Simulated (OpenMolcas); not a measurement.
**doublet CH4AlIn− at 6 levels**

Wanted: a comparison of 6 runs (UHF/3-21G, UHF/def2-SVPD, UBHLYP/def2-SVPD, UBLYP/def2-SVPD, UPBE/def2-SVPD, UPBE0/def2-SVPD) of doublet CH4AlIn−. 

The results are computed with OpenMolcas 26.06.

**1. The structure to begin with**

CH4AlIn− has 7 atoms, charge -1, and is taken as a doublet. As SMILES of the parent species, `[CH2]1[AlH][InH]1`. Geometry: relaxed at PBE0-D4/def2-TZVP. That shape belongs to the parent species and isn't relaxed for this state.

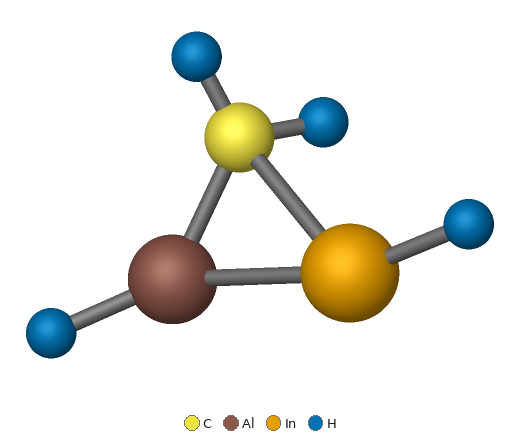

Viewed from a chosen angle; carbon yellow, aluminium brown, indium amber, hydrogen blue.

**2. A single-point energy at UHF/3-21G (run 1)**

test.input

```
&gateway
  baslib
  $CurrDir
  coord
  7
  angstrom
  C       -0.613000       0.132400      -0.657400
  Al      -0.455200       0.915100       1.037900
  In       1.229300      -0.924400       0.544100
  H       -0.896900      -0.927600      -0.754800
  H       -0.866200       0.635300      -1.593000
  H       -0.487600       2.358400       1.689000
  H        2.089500      -2.189200      -0.265800
  basis
  3-21G
  group
  NoSym

&seward

&scf
  uhf
  charge
  -1
  spin
  2
  thresholds
  1e-10 1e-07 1e-07 1e-05
  prorbitals
  1
```

The basis set 3-21G is read from a file made from the Basis Set Exchange's data (not shown).

Started as:

```
$ export MOLCAS_MEM=1860
$ pymolcas test.input > test.log
```

Output:

```text
--- Start Module: gateway ---
[...]
--- Stop Module: gateway /rc=_RC_ALL_IS_WELL_ ---
--- Start Module: seward ---
[...]
      Basis functions           61
--- Stop Module: seward /rc=_RC_ALL_IS_WELL_ ---
[...]
--- Start Module: scf ---
[...]
       Convergence after  54 Iterations
[...]
::    Total SCF energy                              -5995.2050655572
[...]
      Total spin, S                                     0.6189591566
[...]
      Total electronic charge=   73.000000
      Total            charge=   -1.000000
[...]
      Dipole Moment (debye):
      Origin of the operator (angstrom)=    0.7691   -0.5070    0.5174
                   X=  4.0976E-01               Y= -7.5784E-01               Z= -5.6365E-01           Total=  1.0295E+00
      Center of Charge (angstrom)
[...]
--- Stop Module: scf /rc=_RC_ALL_IS_WELL_ ---
[...]
```

Wall time 5.7 s (1 thread of Intel Xeon 6975P-C (Granite Rapids), shared host); peak memory 0.39 GiB.

**3. The energy at UHF/def2-SVPD (core potential) (run 2)**

run.inp

```
* CH4AlIn Hartree-Fock
>>> EXPORT MOLCAS_PRINT=2

&GATEWAY
 BASLIB = $CurrDir
 COORD
 7
 angstrom
 C       -0.613000       0.132400      -0.657400
 Al      -0.455200       0.915100       1.037900
 In       1.229300      -0.924400       0.544100
 H       -0.896900      -0.927600      -0.754800
 H       -0.866200       0.635300      -1.593000
 H       -0.487600       2.358400       1.689000
 H        2.089500      -2.189200      -0.265800
 BASIS = def2-SVPD
 GROUP = NoSym

&SEWARD

&SCF
 UHF
 CHARGE = -1
 SPIN = 2
 THRESHOLDS = 1e-10 1e-07 1e-07 1e-05
 PRORBITALS = 0
```

The basis set def2-SVPD is read from a file made from the Basis Set Exchange's data (not shown).

Started as:

```
$ export MOLCAS_MEM=1860
$ pymolcas run.inp > run.log
```

Output:

```text
--- Start Module: gateway ---
[...]
--- Stop Module: gateway /rc=_RC_ALL_IS_WELL_ ---
--- Start Module: seward ---
[...]
      Basis functions          108
--- Stop Module: seward /rc=_RC_ALL_IS_WELL_ ---
[...]
--- Start Module: scf ---
[...]
       Convergence after  34 Iterations
[...]
::    Total SCF energy                               -471.1318437975
[...]
      Total spin, S                                     0.5348701495
[...]
      Total electronic charge=   45.000000
      Total            charge=   -1.000000
[...]
      Dipole Moment (debye):
      Origin of the operator (angstrom)=    0.7691   -0.5070    0.5174
                   X=  6.8822E-01               Y= -1.8689E+00               Z= -7.1270E-01           Total=  2.1153E+00
      Center of Charge (angstrom)
[...]
--- Stop Module: scf /rc=_RC_ALL_IS_WELL_ ---
[...]
```

It took 25 s on 1 thread of Intel Xeon 6975P-C (Granite Rapids), shared host; peak memory 0.63 GiB.

Runs 3 to 4 aren't shown in full; the table further down has their settings and results.

**4. The energy at UPBE/def2-SVPD (core potential) (run 5)**

run.input

```
* CH4AlIn Kohn-Sham DFT
>>> EXPORT MOLCAS_PRINT=2

&GATEWAY
  BASLIB
  $CurrDir
  COORD
  7
  angstrom
  C       -0.613000       0.132400      -0.657400
  Al      -0.455200       0.915100       1.037900
  In       1.229300      -0.924400       0.544100
  H       -0.896900      -0.927600      -0.754800
  H       -0.866200       0.635300      -1.593000
  H       -0.487600       2.358400       1.689000
  H        2.089500      -2.189200      -0.265800
  BASIS
  def2-SVPD
  GROUP
  NoSym

&SEWARD
  GRIDINPUT
  Grid=UltraFine
  End of Grid

&SCF
  UHF
  CHARGE
  -1
  SPIN
  2
  KSDFT
  PBE
  THRESHOLDS
  1e-10 1e-07 1e-07 1e-05
  PRORBITALS
  1
```

The basis set def2-SVPD is read from a file made from the Basis Set Exchange's data (not shown).

Started as:

```
$ export MOLCAS_MEM=1860
$ pymolcas run.input > run.log
```

Output:

```text
--- Start Module: gateway ---
[...]
--- Stop Module: gateway /rc=_RC_ALL_IS_WELL_ ---
--- Start Module: seward ---
[...]
      Basis functions          108
--- Stop Module: seward /rc=_RC_ALL_IS_WELL_ ---
[...]
--- Start Module: scf ---
[...]
       Convergence after  27 Iterations
[...]
::    Total KS-DFT energy                            -472.7246379648
[...]
      Total spin, S                                     0.5025707107
[...]
      Dipole Moment (debye):
      Origin of the operator (angstrom)=    0.7691   -0.5070    0.5174
                   X=  1.1853E+00               Y= -1.8363E+00               Z= -7.3221E-01           Total=  2.3050E+00
      Center of Charge (angstrom)
[...]
--- Stop Module: scf /rc=_RC_ALL_IS_WELL_ ---
[...]
```

Wall time 73 s (1 thread of Intel Xeon 6975P-C (Granite Rapids), shared host); peak memory 0.63 GiB.

**5. A single-point energy at UPBE0/def2-SVPD (core potential) (run 6)**

mol.xyz

```xyz
7

C     -0.613000     0.132400    -0.657400
Al    -0.455200     0.915100     1.037900
In     1.229300    -0.924400     0.544100
H     -0.896900    -0.927600    -0.754800
H     -0.866200     0.635300    -1.593000
H     -0.487600     2.358400     1.689000
H      2.089500    -2.189200    -0.265800
```

test.inp

```
>>> EXPORT MOLCAS_PRINT=2

&GATEWAY
  BASLIB
  $CurrDir
  COORD
  mol.xyz
  BASIS
  def2-SVPD
  GROUP
  NoSym

&SEWARD
  GRIDINPUT
  Grid=UltraFine
  End of Grid

&SCF
  UHF
  CHARGE
  -1
  SPIN
  2
  KSDFT
  PBE0
  THRESHOLDS
  1e-10 1e-07 1e-07 1e-05
  PRORBITALS
  1
```

The basis set def2-SVPD is read from a file made from the Basis Set Exchange's data (not shown).

Started as:

```
$ export MOLCAS_MEM=1860
$ pymolcas test.inp > test.log
```

Output:

```text
--- Start Module: gateway ---
[...]
--- Stop Module: gateway /rc=_RC_ALL_IS_WELL_ ---
--- Start Module: seward ---
[...]
      Basis functions          108
--- Stop Module: seward /rc=_RC_ALL_IS_WELL_ ---
[...]
--- Start Module: scf ---
[...]
       Convergence after  24 Iterations
[...]
::    Total KS-DFT energy                            -472.7514140447
[...]
      Total spin, S                                     0.5050075078
[...]
      Dipole Moment (debye):
      Origin of the operator (angstrom)=    0.7691   -0.5070    0.5174
                   X=  1.1143E+00               Y= -1.8165E+00               Z= -6.7743E-01           Total=  2.2361E+00
      Center of Charge (angstrom)
[...]
--- Stop Module: scf /rc=_RC_ALL_IS_WELL_ ---
[...]
```

It took 65 s on 1 thread of Intel Xeon 6975P-C (Granite Rapids), shared host; peak memory 0.63 GiB.

**6. The series**

```tsv
run	level	integration grid	energy (Eh)	HOMO energy (eV)	LUMO energy (eV)	⟨S²⟩	wall time
1	UHF/3-21G	–	-5995.205066	-0.41	5.60	1.002	5.7 s
2	UHF/def2-SVPD (core potential)	–	-471.131844	-0.56	4.61	0.821	25 s
3	UBHLYP/def2-SVPD (core potential)	UltraFine	-472.799231	0.45	3.50	0.764	74 s
4	UBLYP/def2-SVPD (core potential)	UltraFine	-472.843915	1.71	2.23	0.754	74 s
5	UPBE/def2-SVPD (core potential)	UltraFine	-472.724638	1.49	2.16	0.755	73 s
6	UPBE0/def2-SVPD (core potential)	UltraFine	-472.751414	0.86	2.85	0.760	65 s
```

**7. Results**

| quantity | value |
| --- | --- |
| run 6: total energy | -472.75141 Eh |
| run 6: HOMO energy (highest over α and β) | 0.86 eV |
| run 6: LUMO energy (lowest over α and β) | 2.85 eV |
| run 6: ⟨S²⟩ | 0.760 |

**Reading.** Totals of different functionals can't be ranked against each other. Some runs of one species differ in core potentials or relativity; totals across that change don't compare. In runs 3, 4, 5, 6 the HOMO lies above zero, so the outermost electron may be held by the basis alone. In run 1 relativity is left out where basis or elements ask for it. Spin contamination of the reference: run 1 ⟨S²⟩ = 1.00. All runs together took 5.3 min, the longest 74 s.
